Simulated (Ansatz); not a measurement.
# Calculations on GeSiH5OCl3

## 1. Relaxation

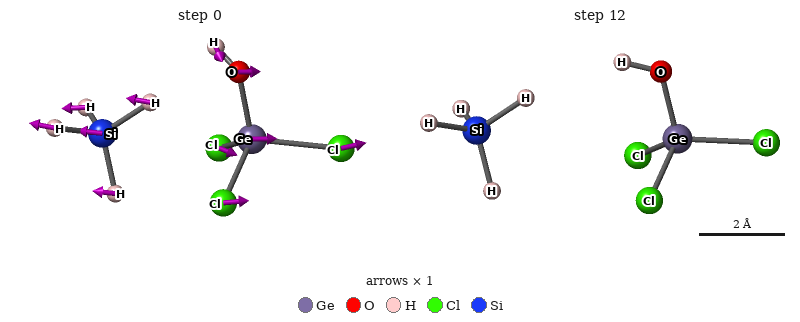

The structure of GeSiH5OCl3 before (left) and after (right) a relaxation, at one scale. The purple arrows give the displacements, at their true length.

A ball-and-stick model, seen at a tilt.

The run prepares an end point of a later path (reaction) calculation, from a guessed geometry.

Level of theory: Ansatz, RHF/def2-SVP.

Input file:
```yaml
crystal:
  periodic: [false, false, false]
  atoms:
    - { symbol: Ge, position_ang: [-0.154415, 0.346555, -0.017427] }
    - { symbol: O, position_ang: [-0.498297, 0.488701, 1.691107] }
    - { symbol: H, position_ang: [-0.878319, -0.258419, 2.129527] }
    - { symbol: Cl, position_ang: [1.907239, 0.683408, -0.403374] }
    - { symbol: Cl, position_ang: [-1.217804, 1.906597, -1.005016] }
    - { symbol: Cl, position_ang: [-0.877882, -1.491944, -0.822312] }
    - { symbol: Si, position_ang: [1.53809, -2.480728, 1.286154] }
    - { symbol: H, position_ang: [0.56848, -3.597624, 1.332065] }
    - { symbol: H, position_ang: [2.077622, -2.338089, -0.075217] }
    - { symbol: H, position_ang: [2.650655, -2.765007, 2.221952] }
    - { symbol: H, position_ang: [0.87933, -1.255848, 1.74404] }
basis:
  gaussian: { orbitals: def2-SVP }
hamiltonian:
  xc: hf
relax:
  f_tol: 0.03
  max_steps: 50
```

Run as
```bash
ansatz run input.yaml --threads 4 --pin off --max-ram 5120MiB --backend cpu --events-out ev --progress --plain --runs-dir out
```

Q: Describe what moved and what it gained.

A: After 10 accepted moves (12 points after the start) the energy has fallen by 11.8 kcal/mol. The largest force component goes from 0.81 to 0.013 eV/Å. The line search rejected the trial steps at points 5, 8 of the run. The forces were under the threshold at step 7, but the run went on from there. H10 moves most after the best rigid fit: 0.63 Å. Largest moves by element: H 0.63 Å, Cl 0.62 Å, Si 0.62 Å, Ge 0.61 Å, O 0.55 Å. Near-neighbour distances that change, for instance: Ge1–Si7 3.544 → 4.762 Å, Ge1–O2 1.749 → 1.726 Å, Si7–H11 1.464 → 1.485 Å, Ge1–Cl5 2.131 → 2.117 Å. Bond angles that change, for instance: Cl4–Ge1–Cl6 113.4° → 108.1°, Cl4–Ge1–Cl5 106.5° → 110.1°, H9–Si7–H11 111.9° → 109.2°. Groups turn about Ge1–O2 by about 55°.

Limits of the set-up: Hartree-Fock leaves out electron correlation.

## 2. Relaxation

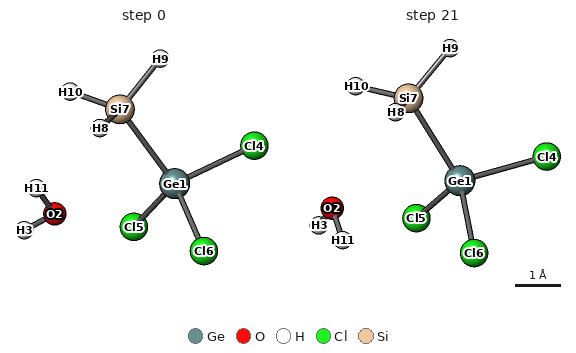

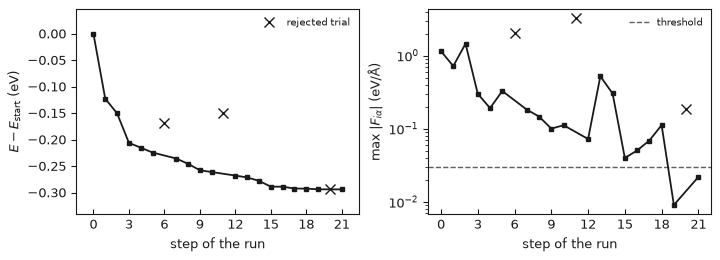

First and last geometry of a relaxation of GeSiH5OCl3, with the history of the run. A ball-and-stick model, seen at a tilt.

The run prepares an end point of a later path (reaction) calculation, from a guessed geometry.

These are results of RHF/def2-SVP (Ansatz), not measurements. Set-up: no spin polarisation; force threshold 0.03 eV/Å; at most 50 steps.

Question: What do the curves and the structures tell?

Answer: It converged. Over 18 accepted moves (21 points after the start) the energy falls by 0.294 eV. The largest force component goes from 1.1 to 0.022 eV/Å. The line search rejected the trial steps at points 6, 11, 20 of the run. The forces were under the threshold at step 19, but the run went on from there. The atom that moves furthest after the best rigid fit is H11 (1.25 Å). Largest moves by element: H 1.25 Å, Cl 0.41 Å, O 0.29 Å, Si 0.25 Å, Ge 0.10 Å. Near-neighbour distances that change, for instance: Ge1–Si7 2.337 → 2.409 Å, O2–H11 0.967 → 0.947 Å, Ge1–Cl5 2.155 → 2.167 Å, Ge1–Cl4 2.166 → 2.161 Å. Bond angles that change, for instance: Cl4–Ge1–Si7 109.0° → 112.0°, Ge1–Si7–H8 111.1° → 108.6°, Cl5–Ge1–Si7 116.5° → 114.1°.

Limits of the set-up: Hartree-Fock leaves out electron correlation.

## 3. Path

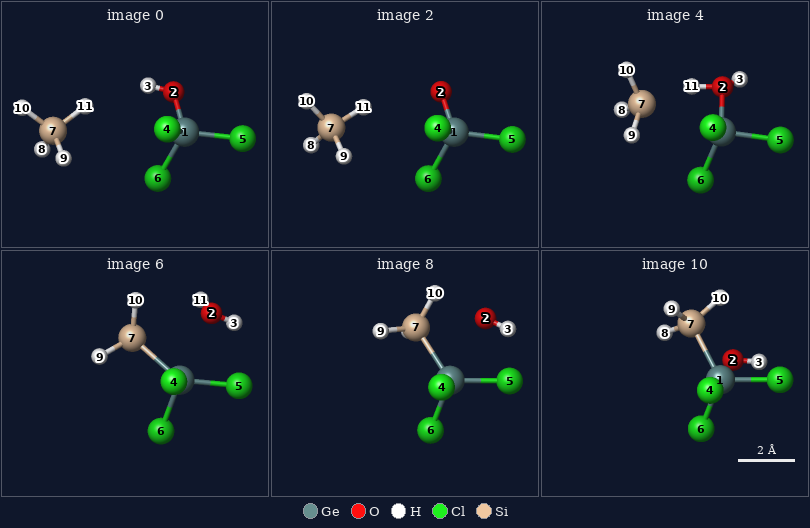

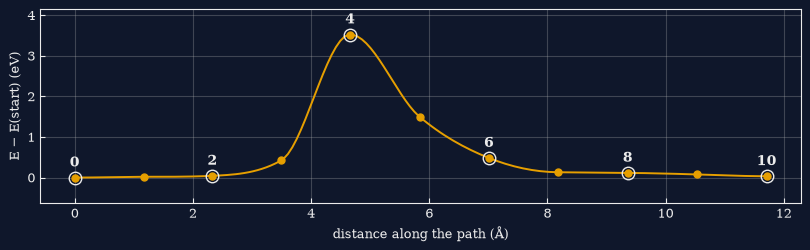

NEB run on GeSiH₅OCl₃, made up at the start of GeHOCl$_{3}$ and SiH₄. Images are numbered from 0 (start) to 10 (end). The picture is a ball-and-stick view, seen at a tilt.

Computed with RHF/def2-SVP in Ansatz. Set-up: 9 movable images; climbing image; force threshold 0.03 eV/Å; iteration limit 60; starting path through a guess of the saddle point.

### Read off the barrier and say what moves.

Forward barrier 3.53 eV, backward barrier 3.49 eV, with image 4 at the top; the reaction energy is +0.03 eV. Breaking: Ge1–O2 (1.73 → 1.87 at the top → 3.14 Å), Si7–H11 (1.49 → 2.00 at the top → 3.61 Å). Forming: Ge1–Si7 (4.76 → 3.06 at the top → 2.41 Å), O2–H11 (3.27 → 1.11 at the top → 0.95 Å). The band converged in 39 iterations. The largest component of the band force went from 50 to 0.014 eV/Å. The climbing image converged on the top of the path. Its vibrational analysis gives one imaginary mode (1537i cm⁻¹), as a transition state must have.

Limits of the set-up: the start holds two separate molecules, 2.5 Å apart at their closest, whose relative position is a soft coordinate and is computed without a dispersion correction; Hartree-Fock leaves out electron correlation.
